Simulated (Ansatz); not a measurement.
**Geometry relaxation, with input and output: HfH$_{2}$OF$_{4}$ (part 1 of 2)**

HfH$_{2}$OF$_{4}$, computed with RKS PBE-D4/def2-SVP (Ansatz 0.2.0).

The input holds or restrains some coordinates. It belongs to a series of runs on one base structure; here: pulled along the bonds that form and break, towards end B.

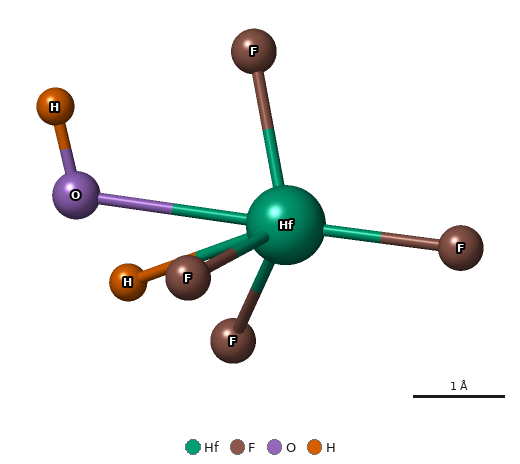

**Figure 1.** The starting structure (ball-and-stick view, seen at a tilt). Sticks mark near contacts. Bond lengths as drawn: F–Hf 1.98 to 2.33 Å, Hf–O 2.37 Å, H–Hf 2.36 Å and H–O 1.01 Å.

### Summary

```tsv
quantity	value
outcome	converged under the restraints of the input
total energy	−14240.9761 eV
mean-field energy	−14240.8554 eV
largest force (length of the vector) at the end, held atoms and coordinates included	1.465 eV/Å
hardware	2 threads of Arm Neoverse V2, 24 GiB of memory available, shared host
wall time	32 s (CPU time 61 s)
peak memory	0.22 GiB
```

### Input
```yaml
crystal:
  periodic: [false, false, false]
  atoms:
    - { symbol: Hf, position_ang: [0.0, 0.0, 0.0] }
    - { symbol: F, position_ang: [0.0, 0.0, 2.33] }
    - { symbol: F, position_ang: [1.8671, 0.0, -0.6593] }
    - { symbol: F, position_ang: [-0.9326, 1.6157, -0.6593] }
    - { symbol: F, position_ang: [-0.9326, -1.6157, -0.6593] }
    - { symbol: O, position_ang: [-2.2491, 0.0, 0.7473] }
    - { symbol: H, position_ang: [-2.7942, -0.6297, 0.1759] }
    - { symbol: H, position_ang: [-1.3253, 0.0, 1.9476] }
basis:
  gaussian: { orbitals: def2-SVP }
hamiltonian:
  xc: pbe
  dispersion: d4
relax:
  f_tol: 0.15
  max_steps: 25
  restrain:
    - { distance: [0, 5], at: 2.07, k: 30.0 }
    - { distance: [7, 1], at: 0.92, k: 30.0 }
    - { distance: [0, 1], at: 3.18, k: 30.0 }
    - { distance: [7, 5], at: 2.21, k: 30.0 }
output:
  orbitals: {}
```

Command:
```bash
ansatz run input.yaml --threads 2 --pin off --max-ram 3072MiB --backend cpu --events-out ev --progress --plain --runs-dir out
```

### Log
```
The last accepted step is kept in [file] (removed where the run ends without a failure and the disk answers)
Engine: ansatz 0.2.0, aarch64-unknown-linux-gnu
Functional definition: PBE
  parameter kappa = 0.804
  parameter beta = 0.06672455060314922
  exchange = pbe_x(kappa = kappa, mu = beta*pi^2/3)
  correlation = pbe_c(beta = beta)
1165 factors; their error is unknown
mean field evaluation 1: about -14225.7099 eV, gradient 8.6e1 eV
mean field evaluation 2: about -13908.2307 eV, gradient 3.5e2 eV
mean field evaluation 4: about -14235.0707 eV, gradient 4.6e1 eV
mean field evaluation 8: about -14238.7094 eV, gradient 6.4e-1 eV
mean field evaluation 16: about -14238.6185 eV, gradient 2.0e-3 eV
mean field -14238.61849682 eV, -523.2595784760 hartree, gradient 6.6e-5 eV, S^2 0.000000; 0 other end points of the search recorded, 0 dependent functions left out
the calculation of the forces begins
reference -14238.61857193 eV, -523.2595812361 hartree; 29, 29 occupied and 83, 83 virtual orbitals, 1165 factors
relax step   1: F+E_penalty+E_count = -14238.74771938 eV  Δ(F+E_penalty+E_count) = +0.000e0 eV  max|allowed force component| = 3.378e0 eV/Å  E_restraint = 22.60570531 eV  max|allowed force component, restraints' pulls added| = 2.539e1 eV/Å  Δτ_max = 0.0000 Å  (30 SCF iters, accepted)
  distance Hf 0 - O 5 = 2.3700 Å
  distance H 7 - F 1 = 1.3794 Å
  distance Hf 0 - F 1 = 2.3300 Å
  distance H 7 - O 5 = 1.5146 Å
these checks for a lower state are left out or cut short: starts, cluster_reference, orbital_swaps, neighbouring_geometries, increment
1165 factors; their error is unknown
mean field -14238.44691898 eV, -523.2532731064 hartree, gradient 1.2e-5 eV, S^2 0.000000; 0 other end points of the search recorded, 0 dependent functions left out
[... from here on the field's lines of each further geometry are left out, up to the last ...]
relax step   2: F+E_penalty+E_count = -14238.57092176 eV  Δ(F+E_penalty+E_count) = +1.768e-1 eV  max|allowed force component| = 2.945e0 eV/Å  E_restraint = 8.52108585 eV  max|allowed force component, restraints' pulls added| = 1.621e1 eV/Å  Δτ_max = 0.1949 Å  (41 SCF iters, accepted)
relax step   3: F+E_penalty+E_count = -14238.69650277 eV  Δ(F+E_penalty+E_count) = -1.256e-1 eV  max|allowed force component| = 2.353e0 eV/Å  E_restraint = 1.98613878 eV  max|allowed force component, restraints' pulls added| = 6.941e0 eV/Å  Δτ_max = 0.1948 Å  (35 SCF iters, accepted)
relax step   4: F+E_penalty+E_count = -14239.30148079 eV  Δ(F+E_penalty+E_count) = -6.050e-1 eV  max|allowed force component| = 2.067e0 eV/Å  E_restraint = 0.09216919 eV  max|allowed force component, restraints' pulls added| = 2.094e0 eV/Å  Δτ_max = 0.1945 Å  (35 SCF iters, accepted)
relax step   5: F+E_penalty+E_count = -14239.84781418 eV  Δ(F+E_penalty+E_count) = -5.463e-1 eV  max|allowed force component| = 1.018e0 eV/Å  E_restraint = 0.04059204 eV  max|allowed force component, restraints' pulls added| = 1.770e0 eV/Å  Δτ_max = 0.1949 Å  (34 SCF iters, accepted)
relax step   6: F+E_penalty+E_count = -14240.25337254 eV  Δ(F+E_penalty+E_count) = -4.056e-1 eV  max|allowed force component| = 1.101e0 eV/Å  E_restraint = 0.02338575 eV  max|allowed force component, restraints' pulls added| = 7.003e-1 eV/Å  Δτ_max = 0.1925 Å  (34 SCF iters, accepted)
relax step   7: F+E_penalty+E_count = -14240.52901053 eV  Δ(F+E_penalty+E_count) = -2.756e-1 eV  max|allowed force component| = 1.098e0 eV/Å  E_restraint = 0.02073657 eV  max|allowed force component, restraints' pulls added| = 6.301e-1 eV/Å  Δτ_max = 0.1951 Å  (34 SCF iters, accepted)
relax step   8: F+E_penalty+E_count = -14240.71800801 eV  Δ(F+E_penalty+E_count) = -1.890e-1 eV  max|allowed force component| = 9.279e-1 eV/Å  E_restraint = 0.02154626 eV  max|allowed force component, restraints' pulls added| = 4.975e-1 eV/Å  Δτ_max = 0.1971 Å  (34 SCF iters, accepted)
relax step   9: F+E_penalty+E_count = -14240.80458994 eV  Δ(F+E_penalty+E_count) = -8.658e-2 eV  max|allowed force component| = 9.412e-1 eV/Å  E_restraint = 0.02475541 eV  max|allowed force component, restraints' pulls added| = 1.631e-1 eV/Å  Δτ_max = 0.1997 Å  (34 SCF iters, accepted)
relax step  10: F+E_penalty+E_count = -14240.85430397 eV  Δ(F+E_penalty+E_count) = -4.971e-2 eV  max|allowed force component| = 1.022e0 eV/Å  E_restraint = 0.02492404 eV  max|allowed force component, restraints' pulls added| = 2.679e-1 eV/Å  Δτ_max = 0.2000 Å  (34 SCF iters, accepted)
relax step  11: F+E_penalty+E_count = -14240.87947710 eV  Δ(F+E_penalty+E_count) = -2.517e-2 eV  max|allowed force component| = 8.150e-1 eV/Å  E_restraint = 0.03871582 eV  max|allowed force component, restraints' pulls added| = 1.795e0 eV/Å  Δτ_max = 0.1967 Å  (34 SCF iters, accepted)
relax step  12: F+E_penalty+E_count = -14240.94613541 eV  Δ(F+E_penalty+E_count) = -6.666e-2 eV  max|allowed force component| = 1.053e0 eV/Å  E_restraint = 0.02630722 eV  max|allowed force component, restraints' pulls added| = 4.230e-1 eV/Å  Δτ_max = 0.1997 Å  (33 SCF iters, accepted)
the calculation of the forces begins
reference -14240.85541679 eV, -523.3417837685 hartree; 29, 29 occupied and 83, 83 virtual orbitals, 1165 factors
relax step  13: F+E_penalty+E_count = -14240.97605571 eV  Δ(F+E_penalty+E_count) = -2.992e-2 eV  max|allowed force component| = 1.193e0 eV/Å  E_restraint = 0.02877862 eV  max|allowed force component, restraints' pulls added| = 1.190e-1 eV/Å  Δτ_max = 0.2000 Å  (34 SCF iters, accepted)
  distance Hf 0 - O 5 = 2.0309 Å
  distance H 7 - F 1 = 0.9352 Å
  distance Hf 0 - F 1 = 3.1683 Å
  distance H 7 - O 5 = 2.2054 Å
1165 factors; their error is unknown
mean field evaluation 128: about -14238.6743 eV, gradient 3.3e1 eV
```

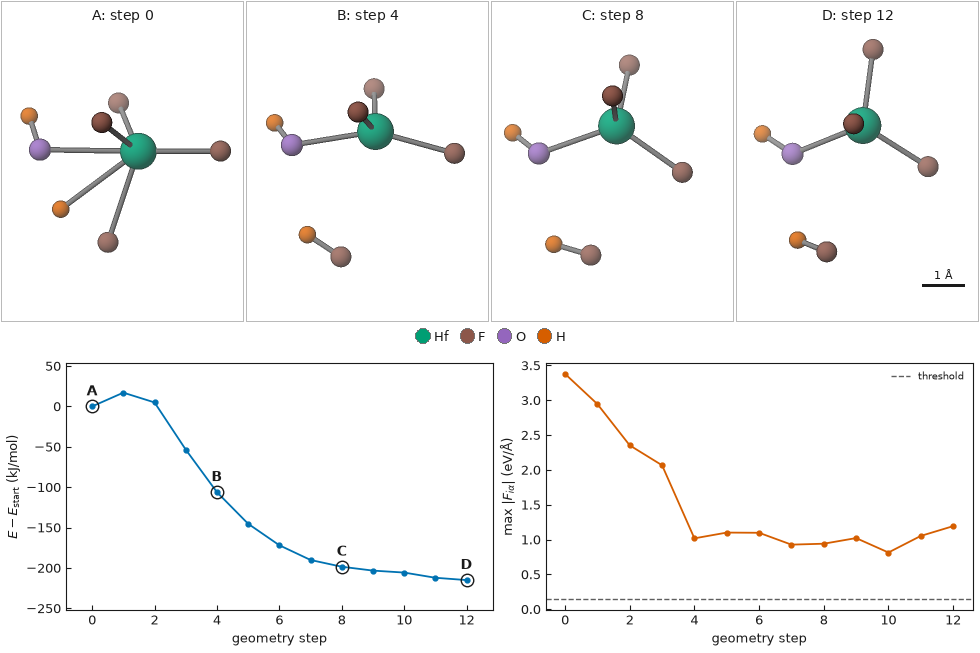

**Figure 2.** Frames of the restrained relaxation (ball-and-stick view, seen at a tilt) above the curves, on which the letters mark them (the first geometry is step 0 here and step 1 in the log).

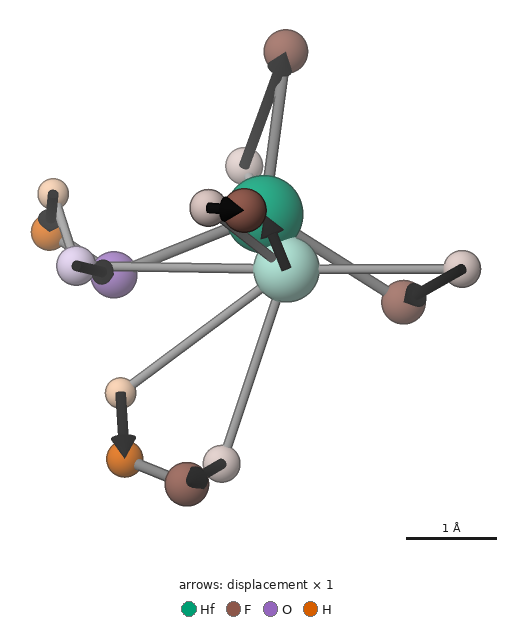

**Figure 3.** Start (faint) and end (solid) with the displacements as black arrows, at true length (ball-and-stick view, seen at a tilt). The two geometries are laid on each other by the best rigid fit. Over 12 geometry steps the energy falls by 215.0 kJ/mol. The largest force component goes from 3.4 to 1.2 eV/Å. F5 moves most after the best rigid fit: 1.65 Å. By element the largest moves are F 1.65 Å, O 0.81 Å, H 0.78 Å, Hf 0.67 Å. Among the contacts that change: Hf1–F2 2.330 → 3.168 Å, Hf1–H8 2.356 → 3.154 Å, F2–H8 1.379 → 0.935 Å, Hf1–O6 2.370 → 2.031 Å. New bonds form: F2–H8 (1.38 → 0.94 Å). Bonds break: Hf1–F2 (2.33 → 3.17 Å), Hf1–H8 (2.36 → 3.15 Å). Among the angles that change: F3–Hf1–O6 178.9° → 112.1°, F4–Hf1–O6 70.0° → 111.1°, F5–Hf1–O6 70.0° → 107.2°. (Atoms are counted from 1 in the order of the input.)

```
mean field -14240.85534033 eV, -523.3417809588 hartree, gradient 6.4e-6 eV, S^2 0.000000; 1 other end points of the search recorded, 0 dependent functions left out
the calculation of the forces begins
reference -14240.85541679 eV, -523.3417837685 hartree; 29, 29 occupied and 83, 83 virtual orbitals, 1165 factors
Total energy: -14240.97613217 eV, -523.3462199768 hartree
Atom 0 at    -0.440754    -0.151208    -0.484151 Å, force    -0.848395    -0.062249     1.193208 eV/Å
Atom 1 at    -0.210201     0.872675     2.505220 Å, force     0.258455     0.081956    -0.337223 eV/Å
Atom 2 at     1.290431    -0.769371     0.062851 Å, force     0.025447    -0.044317    -0.025809 eV/Å
Atom 3 at    -0.462268     1.735321    -0.840202 Å, force     0.004569    -0.046334    -0.002168 eV/Å
Atom 4 at    -0.870719    -1.001116    -2.142692 Å, force     0.002063    -0.019960    -0.016815 eV/Å
Atom 5 at    -1.889552    -0.662425     0.844109 Å, force     0.925346     0.384198    -0.662552 eV/Å
Atom 6 at    -2.769853    -1.051943     0.709891 Å, force     0.005491    -0.005464     0.029108 eV/Å
Atom 7 at    -1.013784     0.398367     2.567874 Å, force    -0.372977    -0.287831    -0.177750 eV/Å
Dipole moment:    -0.622921    -0.300902     0.133912 e Å
```

### Trajectory as extended XYZ (Å, eV, eV/Å), 13 frames, from step=1 to step=13
```
8
Properties=species:S:1:pos:R:3:forces:R:3 step=1 energy=-14238.74772
Hf    0.0000    0.0000    0.0000   -3.3784   0.3078   0.7276
F     0.0000    0.0000    2.3300   -1.8963   0.1333  -2.8638
F     1.8671    0.0000   -0.6593   -1.1554  -0.0339   0.4501
F    -0.9326    1.6157   -0.6593    1.9550  -1.0324  -0.0486
F    -0.9326   -1.6157   -0.6593    1.6859   0.8526  -0.1771
O    -2.2491    0.0000    0.7473    2.2700   0.4694   1.5047
H    -2.7942   -0.6297    0.1759    1.0925   0.1533   1.6422
H    -1.3253    0.0000    1.9476   -0.5733  -0.8502  -1.2351
8
Properties=species:S:1:pos:R:3:forces:R:3 step=2 energy=-14238.57092
Hf   -0.0949    0.0028   -0.1578   -1.8642   0.1311   2.2225
F    -0.0859    0.0018    2.4923   -2.9451   0.0434  -2.9168
F     1.8436   -0.0005   -0.6539   -1.2745  -0.0352   0.3825
F    -0.9185    1.6246   -0.6744    1.0708   0.7814  -1.0273
F    -0.9218   -1.6253   -0.6753    0.8445  -0.7419  -1.1055
O    -2.2184    0.0216    0.6333    1.9900   0.1464   1.1716
H    -2.7926   -0.6436    0.1834    0.5400  -0.0564   0.8388
H    -1.1783   -0.0112    2.0751    1.6385  -0.2689   0.4342
```
